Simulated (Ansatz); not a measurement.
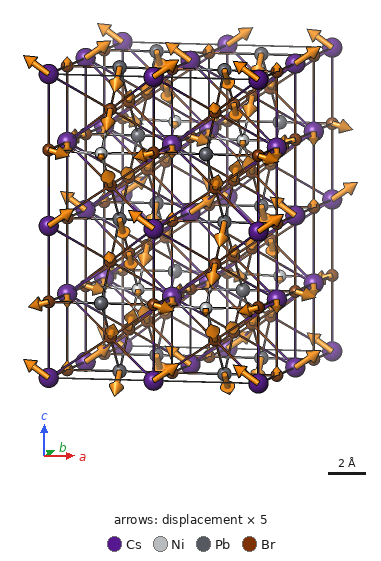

A relaxation of a defect cell of composition Cs₄NiPb₃Br₁₂. The starting structure is drawn; orange arrows show the displacements, magnified 5 times.

The picture is a ball-and-stick view of the conventional cell (4 times the calculation's cell), seen slightly off an axis. Lengths and directions refer to the drawn axes.

Method: DFT, PBE, plane-wave PAW, default files, scalar-relativistic in Ansatz. Settings: plane-wave cutoff 420 eV; k-point mesh 2 × 2 × 2; occupations fermi dirac; smearing width 0.01 eV; collinear spin; atoms relaxed in a fixed cell; force threshold 0.03 eV/Å; at most 40 steps.

Describe the change and its energy.

Answer. The largest moves, 0.35 Å, are those of Cs and Pb atoms. By element the largest moves are Pb 0.35 Å, Cs 0.35 Å, Br 0.30 Å, Ni 0.09 Å. The cell stays as it was. Among the contacts that change: Br–Pb 2.935 → 3.587 Å, Br–Ni 2.851 → 2.492 Å, Br–Cs 4.151 → 4.496 Å, Br–Cs 4.151 → 3.841 Å. Among the angles between lasting bonds that change: Br–Pb–Br 180.0° → 159.2°, Br–Pb–Br 180.0° → 163.0°, Pb–Br–Pb 180.0° → 164.7°. Over 11 geometry steps the energy falls by 0.854 eV per cell of the calculation. The largest force component goes from 1.1 to 0.023 eV/Å.
